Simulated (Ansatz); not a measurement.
# ClFH3NOZr···F (doublet): what the fields show

The calculation's input:

```
crystal:
  periodic: [false, false, false]
  atoms:
    - { symbol: Zr, position_ang: [-0.016345, -0.135262, -0.064492] }
    - { symbol: F, position_ang: [0.004216, -0.208468, 1.890234] }
    - { symbol: "N", position_ang: [1.87819, 0.040244, -0.753284] }
    - { symbol: H, position_ang: [2.632369, -0.597268, -0.556502] }
    - { symbol: H, position_ang: [2.225832, 0.761835, -1.361887] }
    - { symbol: O, position_ang: [-0.984529, 1.376144, -0.696597] }
    - { symbol: H, position_ang: [-1.575972, 2.063447, -0.949952] }
    - { symbol: Cl, position_ang: [-0.977626, -2.202844, -0.837981] }
    - { symbol: F, position_ang: [-0.029236, -0.006627, 4.22956] }
magnetization:
  spin_polarized: true
  initial_magnetization: 1
basis:
  gaussian: { orbitals: def2-SVP }
hamiltonian:
  xc: hf
relax:
  f_tol: 0.03
  max_steps: 50
output:
  orbitals: {}
```

Launched as:

```sh
ansatz run input.yaml --threads 4 --pin off --max-ram 5120MiB --backend cpu --events-out ev --progress --plain --runs-dir out
```

The fields are those of the run's last geometry, not of the input's.

Core potentials replace the inner electrons of Zr.

All numbers below come from UHF/def2-SVP (Ansatz 0.2.0).

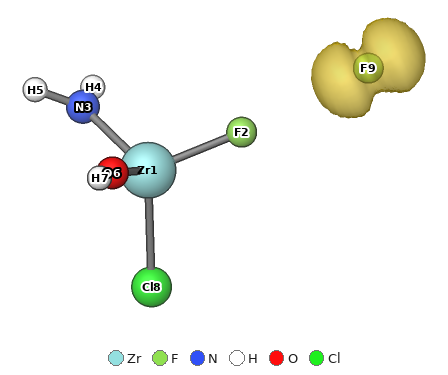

Figure 1. Isosurfaces of the spin density (α minus β) at +0.04 (yellow) and −0.04 e/Å³ (cyan), seen at an oblique angle.

### Where is the unpaired spin?

The unpaired spin (1 electron) lies mostly on F9 (about 1.0), in electrons by Hirshfeld's partition.

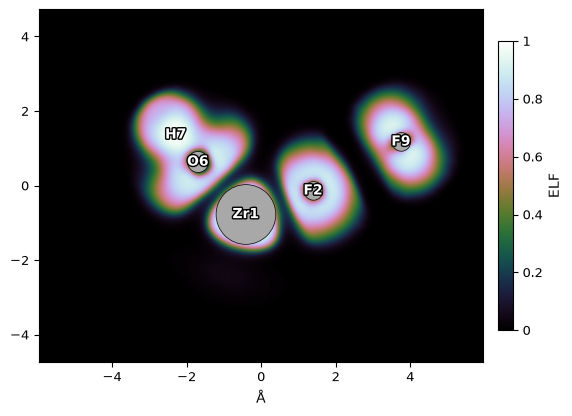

Figure 2. ELF on the plane of atoms F2, Zr1 and O6. Grey discs cover the atomic cores.

### Describe what can be read from this map.

- The section cuts through Zr, F, O and H sites.
- F2···F9 (2.70 Å): the ELF dips to about 0 between them (a weak contact between the two molecules).
- Zr–O (1.91 Å): the ELF peaks at about 0.80 in the valence shell of O, 0.5 Å from its nucleus, and drops to about 0.20 between the two atoms.
- Zr–F (1.92 Å): the ELF peaks at about 0.85 in the valence shell of F, 0.5 Å from its nucleus, and drops to about 0.20 between the two atoms.
- O–H (0.94 Å): the ELF climbs to about 1 towards the hydrogen, as it does in any bond to H; an ordinary covalent bond to hydrogen.

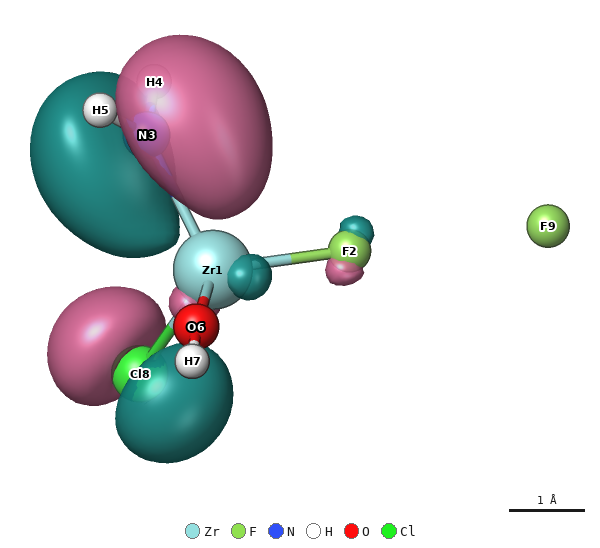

Figure 3. The HOMO (β) at ±0.1 Å⁻³ᐟ² (teal and pink are the two phases), seen at a tilt.

### What is the character of this orbital?

It lies mainly on N3 (about 60 %), Cl8 (about 15 %) and Zr1 (about 10 %). Its energy is −11.28 eV.
